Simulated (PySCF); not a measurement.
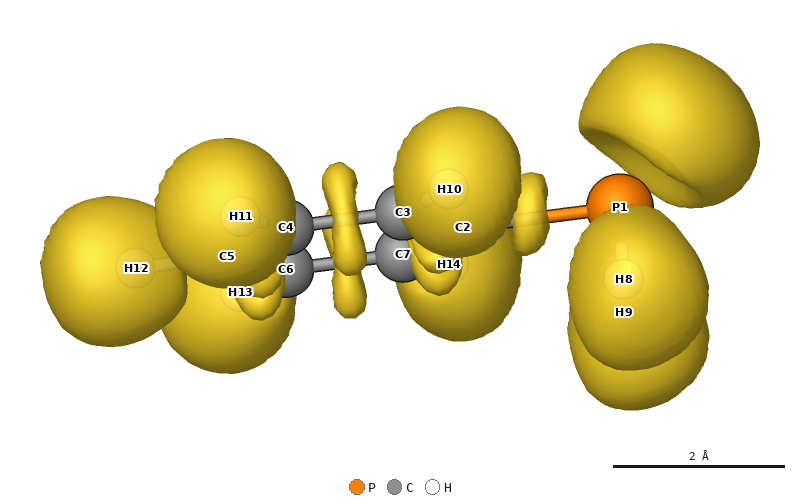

C6H7P (phenylphosphine). Isosurface of the electron localisation function at 0.85 (yellow), seen from one side. Core shells and regions of very low density are left out.

Geometry: GFN2-xTB, coordinate held.

The calculation used PBE0/pcSseg-1, SCF density, gas phase, non-relativistic in PySCF 2.14.0.

Input

```
{"job": {"kind": "nmr", "xc": "PBE0", "basis": "pcSseg-1", "every": 1, "pop": false}, "charge": 0, "multiplicity": 1}
P      1.206786     0.983769     2.922040
C      0.991120     0.683314     1.100706
C      1.894702    -0.113380     0.408702
C      1.735533    -0.334308    -0.947371
C      0.661204     0.221759    -1.621234
C     -0.257516     0.994525    -0.931025
C     -0.099707     1.216031     0.425157
H      2.526919     1.316140     2.611073
H      1.005136     2.333362     2.624008
H      2.731339    -0.553978     0.934188
H      2.452580    -0.943276    -1.478725
H      0.536143     0.048154    -2.680074
H     -1.101069     1.426123    -1.450271
H     -0.822262     1.814626     0.963706
```

Run with:

```sh
OMP_NUM_THREADS=1 python ens_run.py task.json out
```

> What do the ELF domains correspond to?

The surface consists of six regions between bonded C–C atoms (shared pairs), one region between bonded C–P atoms (shared pairs), seven regions around hydrogen nuclei and one lobe on P, pointing away from the bonds (lone pairs).

Values along the shortest contacts:
C–C (1.38 Å): the ELF peaks at about 0.95 between the atoms (a covalent bond). C–P (1.86 Å): the ELF peaks at about 0.95 between the atoms (a covalent bond).
